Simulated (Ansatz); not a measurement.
A series of calculations on HfNH₄SCl₃

## 1. Relaxation

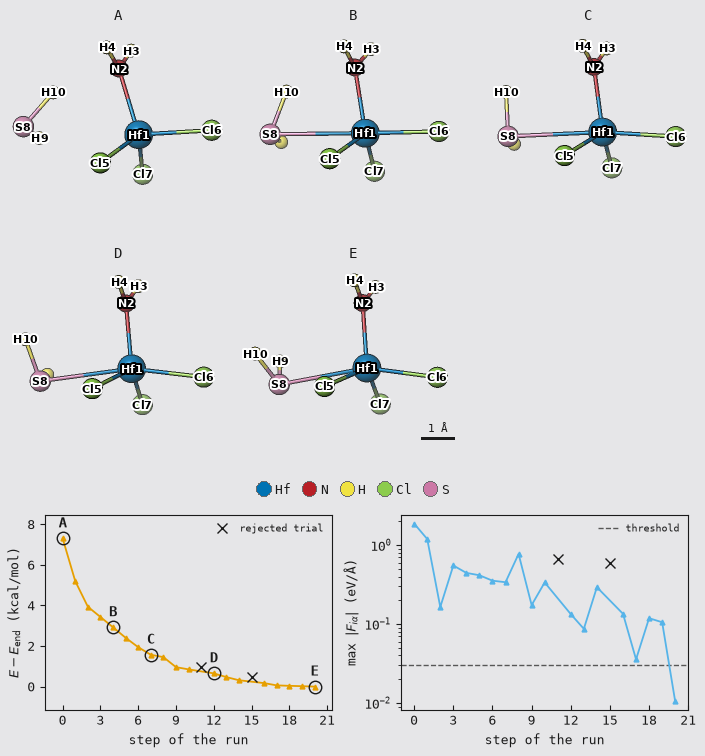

Frames of a relaxation of HfNH4SCl3, marked on the history of the run. A ball-and-stick model, seen at a tilt.

The run prepares an end point of a later path (reaction) calculation, from a guessed geometry.

Method: RKS PBE/def2-SVP (Ansatz). (no spin polarisation; force threshold 0.03 eV/Å; at most 50 steps)

Describe the path.

The largest move after the best rigid fit is that of H10, 1.35 Å. By element the largest moves are H 1.35 Å, S 0.88 Å, Cl 0.55 Å, Hf 0.30 Å, N 0.30 Å. Near-neighbour distances that change, for instance: Hf1–S8 3.747 → 2.929 Å, Hf1–H10 3.131 → 3.476 Å, Hf1–N2 2.150 → 2.015 Å, Hf1–Cl5 2.351 → 2.395 Å. New bonds form, among them: Hf1–S8 (3.75 → 2.93 Å). Among the angles between lasting bonds that change: Cl5–Hf1–Cl7 120.7° → 133.4°, Cl5–Hf1–Cl6 104.9° → 98.0°, Cl6–Hf1–Cl7 103.9° → 98.0°. After 18 accepted moves (20 points after the start) the energy has fallen by 7.30 kcal/mol. Largest force component: 1.9 eV/Å at the start, 0.01 eV/Å at the end. The line search rejected the trial steps at points 11, 15 of the run. The run took 47 s on 4 threads of Arm Neoverse V2 (shared host), peak memory 0.23 GiB. From step 0 to 4: S8 moves most (0.47 Å), energy −4.38 kcal/mol. From step 4 to 7: H10 moves most (0.49 Å), energy −1.35 kcal/mol. From step 7 to 12: H10 moves most (0.51 Å), energy −0.92 kcal/mol. From step 12 to 20: H10 moves most (0.55 Å), energy −0.65 kcal/mol.

```json
{"step": "0", "E − E(0), kcal/mol": "0.00", "largest force component, eV/Å": "1.8715", "note": ""}
{"step": "1", "E − E(0), kcal/mol": "-2.10", "largest force component, eV/Å": "1.1945", "note": ""}
{"step": "2", "E − E(0), kcal/mol": "-3.37", "largest force component, eV/Å": "0.1644", "note": ""}
{"step": "3", "E − E(0), kcal/mol": "-3.87", "largest force component, eV/Å": "0.5519", "note": ""}
{"step": "4", "E − E(0), kcal/mol": "-4.38", "largest force component, eV/Å": "0.4447", "note": ""}
{"step": "5", "E − E(0), kcal/mol": "-4.90", "largest force component, eV/Å": "0.4152", "note": ""}
{"step": "6", "E − E(0), kcal/mol": "-5.36", "largest force component, eV/Å": "0.3543", "note": ""}
{"step": "7", "E − E(0), kcal/mol": "-5.73", "largest force component, eV/Å": "0.3389", "note": ""}
{"step": "8", "E − E(0), kcal/mol": "-5.85", "largest force component, eV/Å": "0.7729", "note": ""}
{"step": "9", "E − E(0), kcal/mol": "-6.34", "largest force component, eV/Å": "0.1740", "note": ""}
{"step": "10", "E − E(0), kcal/mol": "-6.45", "largest force component, eV/Å": "0.3365", "note": ""}
{"step": "11", "E − E(0), kcal/mol": "-6.35", "largest force component, eV/Å": "0.6718", "note": "rejected"}
{"step": "12", "E − E(0), kcal/mol": "-6.65", "largest force component, eV/Å": "0.1335", "note": ""}
{"step": "13", "E − E(0), kcal/mol": "-6.83", "largest force component, eV/Å": "0.0870", "note": ""}
{"step": "14", "E − E(0), kcal/mol": "-6.99", "largest force component, eV/Å": "0.2931", "note": ""}
{"step": "15", "E − E(0), kcal/mol": "-6.85", "largest force component, eV/Å": "0.5937", "note": "rejected"}
{"step": "16", "E − E(0), kcal/mol": "-7.13", "largest force component, eV/Å": "0.1348", "note": ""}
{"step": "17", "E − E(0), kcal/mol": "-7.24", "largest force component, eV/Å": "0.0358", "note": ""}
{"step": "18", "E − E(0), kcal/mol": "-7.26", "largest force component, eV/Å": "0.1187", "note": ""}
{"step": "19", "E − E(0), kcal/mol": "-7.28", "largest force component, eV/Å": "0.1054", "note": ""}
{"step": "20", "E − E(0), kcal/mol": "-7.30", "largest force component, eV/Å": "0.0105", "note": ""}
```

Limits of the set-up: the start holds two separate molecules, 2.3 Å apart at their closest, whose relative position is a soft coordinate and is computed without a dispersion correction.

## 2. Relaxation

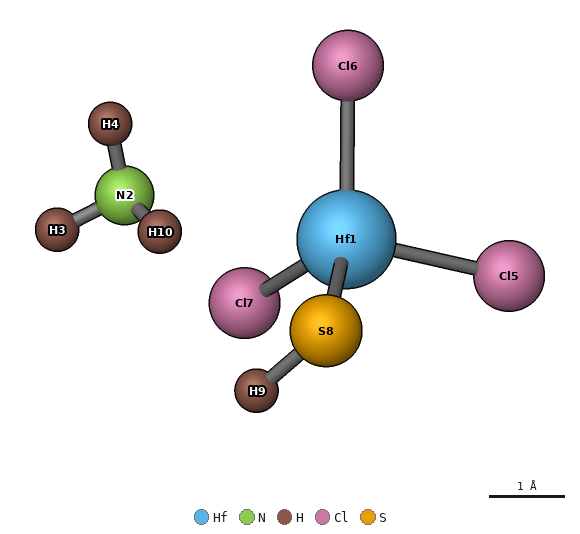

This is the input geometry for a relaxation of HfNH₄SCl₃. A ball-and-stick model, seen at a tilt.

The run prepares an end point of a later path (reaction) calculation, from a guessed geometry.

These are results of Ansatz 0.2.0, RKS PBE/def2-SVP, not measurements.

Input
```yaml
crystal:
  periodic: [false, false, false]
  atoms:
    - { symbol: Hf, position_ang: [0.584913, -0.431363, -0.517996] }
    - { symbol: "N", position_ang: [-0.441741, -0.421408, 2.714574] }
    - { symbol: H, position_ang: [-1.134162, -1.021009, 3.179323] }
    - { symbol: H, position_ang: [-0.436699, 0.480684, 3.207004] }
    - { symbol: Cl, position_ang: [1.656477, -0.520784, -2.594273] }
    - { symbol: Cl, position_ang: [0.590463, 1.859042, 0.003796] }
    - { symbol: Cl, position_ang: [-1.512382, -1.432701, -0.85987] }
    - { symbol: S, position_ang: [2.079806, -1.788132, 1.004468] }
    - { symbol: H, position_ang: [1.081662, -2.713082, 1.136034] }
    - { symbol: H, position_ang: [0.497362, -0.856247, 2.854041] }
basis:
  gaussian: { orbitals: def2-SVP }
hamiltonian:
  xc: pbe
relax:
  f_tol: 0.03
  max_steps: 50
```

Launched with:
```bash
ansatz run input.yaml --threads 4 --pin off --max-ram 5120MiB --backend cpu --events-out ev --progress --plain --runs-dir out
```

Q: What does the optimiser find from here?

A: The largest move after the best rigid fit is that of H9, 1.61 Å. By element the largest moves are H 1.61 Å, Cl 0.82 Å, S 0.66 Å, Hf 0.62 Å, N 0.36 Å. Some distances before and after: Hf1–H3 4.120 → 2.990 Å, Hf1–H4 3.969 → 2.962 Å, Hf1–N2 3.392 → 2.434 Å, Hf1–H10 3.400 → 2.992 Å. New bonds form, among them: Hf1–N2 (3.39 → 2.43 Å). Bond angles that change, for instance: Cl5–Hf1–S8 104.1° → 96.4°, Hf1–S8–H9 89.4° → 95.8°, Cl6–Hf1–S8 112.8° → 117.6°. Groups turn about Hf1–S8 by about 115°. After 23 accepted moves (25 points after the start) the energy has fallen by 19.4 kcal/mol. The largest force component goes from 0.92 to 0.0093 eV/Å. The line search rejected the trial steps at points 10, 17 of the run.

The structure at the end:

```xyz
10

Hf    0.3867   -0.5178    0.0625
N    -0.3697   -0.3438    2.3696
H    -0.8121   -1.2094    2.7124
H    -1.0722    0.4040    2.4695
Cl    1.3281   -0.9252   -2.0715
Cl    0.9732    1.7590    0.4294
Cl   -1.9177   -0.9651   -0.3233
S     1.6842   -2.2440    1.2698
H     2.3735   -2.6831    0.1810
H     0.3917   -0.1198    3.0276
```

The end point in the same view:

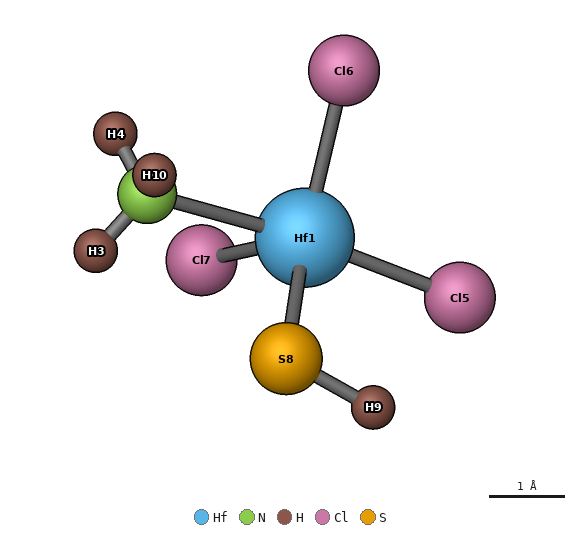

Limits of the set-up: the start holds two separate molecules, 2.6 Å apart at their closest, whose relative position is a soft coordinate and is computed without a dispersion correction.

## 3. Path

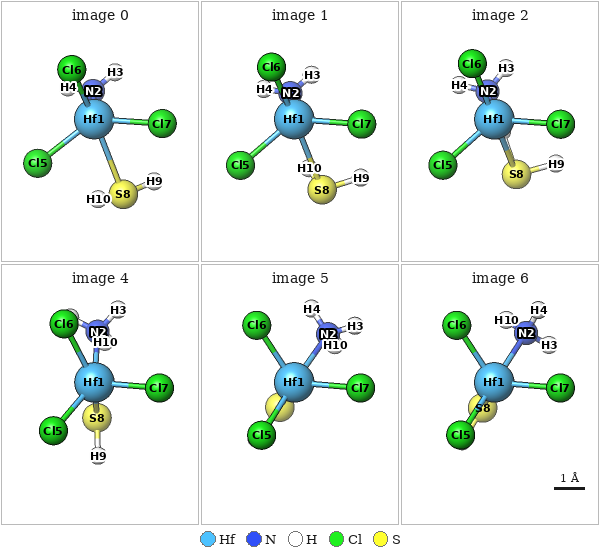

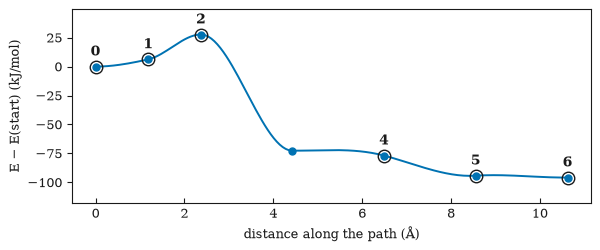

A search for the minimum-energy path of HfNH4SCl3 by the nudged elastic band. Images are numbered from 0 (start) to 6 (end). A ball-and-stick model, seen from a free direction.

All numbers below come from Ansatz 0.2.0, RKS PBE/def2-SVP. Run with 5 movable images; climbing image; force threshold 0.05 eV/Å; iteration limit 60; starting path through a guess of the saddle point.

### Describe the mechanism and the energy profile.

A hydrogen atom shifts from one atom to another. Breaking: S8–H10 (1.36 → 1.55 at the top → 3.05 Å). Forming: N2–H10 (3.64 → 1.50 at the top → 1.03 Å). The energy climbs by 27.7 kJ/mol to image 2 and then falls by 123.6 kJ/mol, so the end point sits at −95.8 kJ/mol. The band converged in 20 iterations, with a climbing image at the top. At the top, the vibrational analysis gives one imaginary mode (611i cm⁻¹), as a transition state must have.
